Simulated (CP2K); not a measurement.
**GFN0-xTB run of CH7AlFNSi (SMILES FC[SiH2][NH][AlH2])**

Aim: the energy change on altering one bond length of CH7AlFNSi at GFN0-xTB, from 2 runs. 

The results are computed with CP2K 2026.2.

1 further run of the same task is left out (it didn't finish).

## 1. The molecule

CH7AlFNSi has 12 atoms, charge 0, and is taken as a singlet. As SMILES, `FC[SiH2][NH][AlH2]`. The shape comes from a force field and isn't a relaxed structure. This is one conformer, not always the lowest.

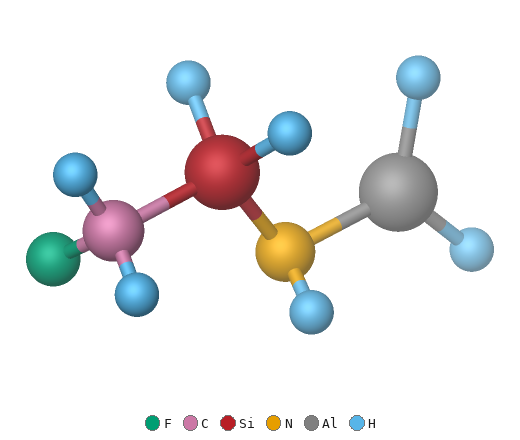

Viewed from a chosen angle; fluorine teal, carbon pink, silicon red, nitrogen amber, aluminium grey, hydrogen blue.

## 2. Energy and forces at GFN0-xTB

Input file qs.inp:

```
&GLOBAL
  PROJECT_NAME qs
  RUN_TYPE ENERGY_FORCE
  PRINT_LEVEL MEDIUM
&END

&FORCE_EVAL
  METHOD QUICKSTEP
  &DFT
    &QS
      METHOD XTB
      EPS_DEFAULT 1.0E-10
      &XTB
        GFN_TYPE 0
        CHECK_ATOMIC_CHARGES F
      &END
    &END
    &POISSON
      PERIODIC NONE
      POISSON_SOLVER ANALYTIC
    &END
    ! self-consistent field
    &SCF
      SCF_GUESS ATOMIC
      EPS_SCF 1.0E-06
      MAX_SCF 150
      ADDED_MOS 2
      &DIAGONALIZATION
        ALGORITHM STANDARD
      &END
      &MIXING
        METHOD DIRECT_P_MIXING
        ALPHA 0.4
      &END
      &SMEAR ON
        METHOD FERMI_DIRAC
        ELECTRONIC_TEMPERATURE [K] 300
      &END
    &END
    ! extra output
    &PRINT
      &MOMENTS
        PERIODIC F
        REFERENCE COM
        MAX_MOMENT 1
      &END
      &MO ON
        ENERGIES T
        OCCUPATION_NUMBERS T
        NDIGITS 6
        &EACH
          QS_SCF 0
        &END
        ADD_LAST NUMERIC
      &END
      &HIRSHFELD OFF
      &END
    &END
  &END
  ! atoms, cell and kinds
  &SUBSYS
    &CELL
      ABC 12.6 13.3 12
      PERIODIC NONE
    &END
    &COORD
      UNIT bohr
      F     -2.4069442     4.5062409    -0.6385385
      C     -2.2551992     3.0509628     1.4344911
      Si     0.2891281     0.7381270     0.8656835
      N     -0.2496328    -1.1461189    -1.8133812
      Al     2.2979070    -3.5630786    -2.2640809
      H     -4.0443919     2.0573448     1.7657601
      H     -1.7438393     4.2350652     3.1193709
      H      0.6869154    -0.8452745     3.1284416
      H      2.7315991     2.1457840     0.5283674
      H     -2.0055663    -2.1975625    -1.3127927
      H      4.6748045    -3.4823873    -0.3598039
      H      2.1705394    -5.6034159    -4.3890779
    &END
    &TOPOLOGY
      &CENTER_COORDINATES
      &END
    &END
  &END
  &PRINT
    &FORCES ON
    &END
  &END
&END
```

Command:

```sh
$ OMP_NUM_THREADS=1 cp2k.psmp -i qs.inp -o qs.out
```

What it wrote:

```text
CP2K| version string:                                       CP2K version 2026.2
[...]
 GLOBAL| Method name                                                        CP2K
[...]
 GLOBAL| Run type                                                   ENERGY_FORCE
[...]
                             - Atoms:                                         12
[...]
                             - Spherical basis functions:                     44
[...]
 Number of electrons:                                                         30
[...]
  Fermi energy:                                                -0.29827640250751
[...]
 TB_DIPOLE| Moment [Debye]          0.41149540      -2.11929680       1.94326457
 TB_DIPOLE| Derivative [a.u.]       0.00000000       0.00000000       0.00000000
[...]
 ENERGY| Total FORCE_EVAL ( QS ) energy [hartree]            -16.010194836228848
 FORCES| Atomic forces [hartree/bohr]
 FORCES|   Atom     x               y               z               |f|
 FORCES|      1 -7.38869773E-03  1.58204669E-02 -1.33336426E-02   2.19696621E-02
 FORCES|      2  7.40072404E-03 -8.43142685E-03  2.47479245E-02   2.71720342E-02
 FORCES|      3  2.21145354E-02 -2.47646704E-03  9.42061155E-03   2.41647158E-02
 FORCES|      4 -2.78911462E-02 -2.84106342E-02  1.56217794E-02   4.27682145E-02
 FORCES|      5  5.96385368E-03  2.19778069E-03  3.96936710E-03   7.49357497E-03
 FORCES|      6 -2.43538348E-03  5.03163993E-03 -6.59329212E-04   5.62878389E-03
 FORCES|      7 -7.29833351E-03 -4.80886404E-03 -1.26708894E-02   1.53929296E-02
 FORCES|      8 -3.20888771E-03  2.69987771E-03 -6.16119006E-03   7.45295666E-03
 FORCES|      9 -1.19945750E-02 -7.71141051E-03 -3.02261062E-03   1.45764144E-02
 FORCES|     10  3.58586055E-02  2.26311621E-02 -1.32078605E-02   4.44123481E-02
 FORCES|     11 -1.16559577E-02 -2.84952902E-03 -1.19395432E-02   1.69273110E-02
 FORCES|     12  5.35262791E-04  6.30740440E-03  7.23538311E-03   9.61356465E-03
 FORCES| Sum    -1.99493200E-17 -6.93889390E-17  1.15359111E-16
[...]
```

It took 0.4 s on 1 thread of Arm Neoverse N1, shared host; peak memory 0.14 GiB.

## 3. The distorted shape at the same level

Input file molecule.inp:

```
&GLOBAL
   PROJECT_NAME molecule
   RUN_TYPE ENERGY_FORCE
   PRINT_LEVEL MEDIUM
&END GLOBAL
&FORCE_EVAL
   METHOD Quickstep
   &DFT
      CHARGE 0
      MULTIPLICITY 1
      &QS
         METHOD XTB
         EPS_DEFAULT 1.0E-10
         &XTB
            GFN_TYPE 0
            CHECK_ATOMIC_CHARGES F
         &END XTB
      &END QS
      &POISSON
         PERIODIC NONE
         POISSON_SOLVER ANALYTIC
      &END POISSON
      &SCF
         SCF_GUESS ATOMIC
         EPS_SCF 1.0E-06
         MAX_SCF 150
         ADDED_MOS 2
         &DIAGONALIZATION
            ALGORITHM STANDARD
         &END DIAGONALIZATION
         &MIXING
            METHOD DIRECT_P_MIXING
            ALPHA 0.4
         &END MIXING
         &SMEAR ON
            METHOD FERMI_DIRAC
            ELECTRONIC_TEMPERATURE [K] 300
         &END SMEAR
      &END SCF
      &PRINT
         &MOMENTS
            PERIODIC F
            REFERENCE COM
            MAX_MOMENT 1
         &END MOMENTS
         &MO ON
            ENERGIES T
            OCCUPATION_NUMBERS T
            NDIGITS 6
            &EACH
               QS_SCF 0
            &END EACH
            ADD_LAST NUMERIC
         &END MO
         &HIRSHFELD OFF
         &END HIRSHFELD
      &END PRINT
   &END DFT
   &SUBSYS
      &CELL
         ABC [angstrom] 12.5 13.3 12
         PERIODIC NONE
      &END CELL
      &COORD
         UNIT bohr
         F     -2.5858464     4.4068886    -0.6054153
         C     -2.4341014     2.9516105     1.4676142
         Si     0.1102258     0.6387747     0.8988067
         N     -0.4285351    -1.2454712    -1.7802581
         Al     2.1190047    -3.6624310    -2.2309578
         H     -4.0443919     2.0573448     1.7657601
         H     -1.9227415     4.1357129     3.1524940
         H      0.5080132    -0.9446268     3.1615647
         H      2.5526969     2.0464317     0.5614905
         H     -2.1844686    -2.2969149    -1.2796696
         H      4.4959022    -3.5817397    -0.3266807
         H      1.9916372    -5.7027683    -4.3559548
      &END COORD
      &TOPOLOGY
         &CENTER_COORDINATES
         &END CENTER_COORDINATES
      &END TOPOLOGY
   &END SUBSYS
   &PRINT
      &FORCES ON
      &END FORCES
   &END PRINT
&END FORCE_EVAL
```

Command:

```sh
$ OMP_NUM_THREADS=1 cp2k.psmp -i molecule.inp -o molecule.out
```

What it wrote:

```text
CP2K| version string:                                       CP2K version 2026.2
[...]
 GLOBAL| Method name                                                        CP2K
[...]
 GLOBAL| Run type                                                   ENERGY_FORCE
[...]
                             - Atoms:                                         12
[...]
                             - Spherical basis functions:                     44
[...]
 Number of electrons:                                                         30
[...]
  Fermi energy:                                                -0.29828550224077
[...]
 TB_DIPOLE| Moment [Debye]          0.35224588      -2.21338295       1.97324828
 TB_DIPOLE| Derivative [a.u.]       0.00000000       0.00000000       0.00000000
[...]
 ENERGY| Total FORCE_EVAL ( QS ) energy [hartree]            -16.001381397394752
 FORCES| Atomic forces [hartree/bohr]
 FORCES|   Atom     x               y               z               |f|
 FORCES|      1 -5.61625154E-03  1.88523473E-02 -1.68362681E-02   2.58923387E-02
 FORCES|      2  8.52994212E-02  3.44142332E-02  1.23602220E-02   9.28068198E-02
 FORCES|      3  2.37784631E-02 -2.29051676E-03  9.33965290E-03   2.56493838E-02
 FORCES|      4 -2.79548136E-02 -2.83526080E-02  1.56780087E-02   4.27918443E-02
 FORCES|      5  5.95533407E-03  2.19282811E-03  3.96894483E-03   7.48512004E-03
 FORCES|      6 -8.65628856E-02 -4.22783871E-02  1.50011260E-02   9.74968151E-02
 FORCES|      7 -4.65319986E-03 -3.46978794E-03 -1.22724100E-02   1.35758515E-02
 FORCES|      8 -3.22958308E-03  2.75626414E-03 -6.24026937E-03   7.54772553E-03
 FORCES|      9 -1.17771665E-02 -7.93088154E-03 -3.07785914E-03   1.45283774E-02
 FORCES|     10  3.58813521E-02  2.26504798E-02 -1.32138458E-02   4.44423378E-02
 FORCES|     11 -1.16560209E-02 -2.85016768E-03 -1.19407545E-02   1.69283164E-02
 FORCES|     12  5.35350590E-04  6.30619649E-03  7.23345234E-03   9.61132390E-03
 FORCES| Sum     4.29344060E-17 -7.02563008E-17  2.23779328E-16
[...]
```

Run time: 0.4 s. Hardware: 1 thread of Arm Neoverse N1, shared host; peak memory 0.14 GiB.

## 4. What came out

At GFN0-xTB:

| quantity | value |
| --- | --- |
| first shape: total energy | -16.01019 Eh |
| first shape: dipole moment (from atomic charges alone) | 2.90 D |
| first shape: HOMO energy | -11.14 eV |
| first shape: LUMO energy | -7.22 eV |
| first shape: HOMO–LUMO gap | 3.92 eV |
| first shape: dispersion energy | -9.09 kJ/mol |
| first shape: largest force on an atom | 2.284 eV/Å |
| distorted shape: total energy | -16.00138 Eh |
| distorted shape: dipole moment (from atomic charges alone) | 2.99 D |
| distorted shape: HOMO energy | -11.12 eV |
| distorted shape: LUMO energy | -7.22 eV |
| distorted shape: HOMO–LUMO gap | 3.90 eV |
| distorted shape: dispersion energy | -9.07 kJ/mol |
| distorted shape: largest force on an atom | 5.013 eV/Å |
| energy change with the C2–H6 bond shortened from 1.097 to 0.987 Å | 0.240 eV |

With the C2–H6 bond shortened from 1.097 to 0.987 Å the energy rises by 0.24 eV (23.1 kJ/mol). The first shape isn't relaxed at this level, so the change isn't measured from a minimum. The largest force (first shape) is 2.28 eV/Å: the shape isn't a stationary point for this species at this level. The dipole (first shape) comes from point charges on the atoms alone, without atomic dipoles, so it is partial. The dipole (distorted shape) comes from point charges on the atoms alone, without atomic dipoles, so it is partial.
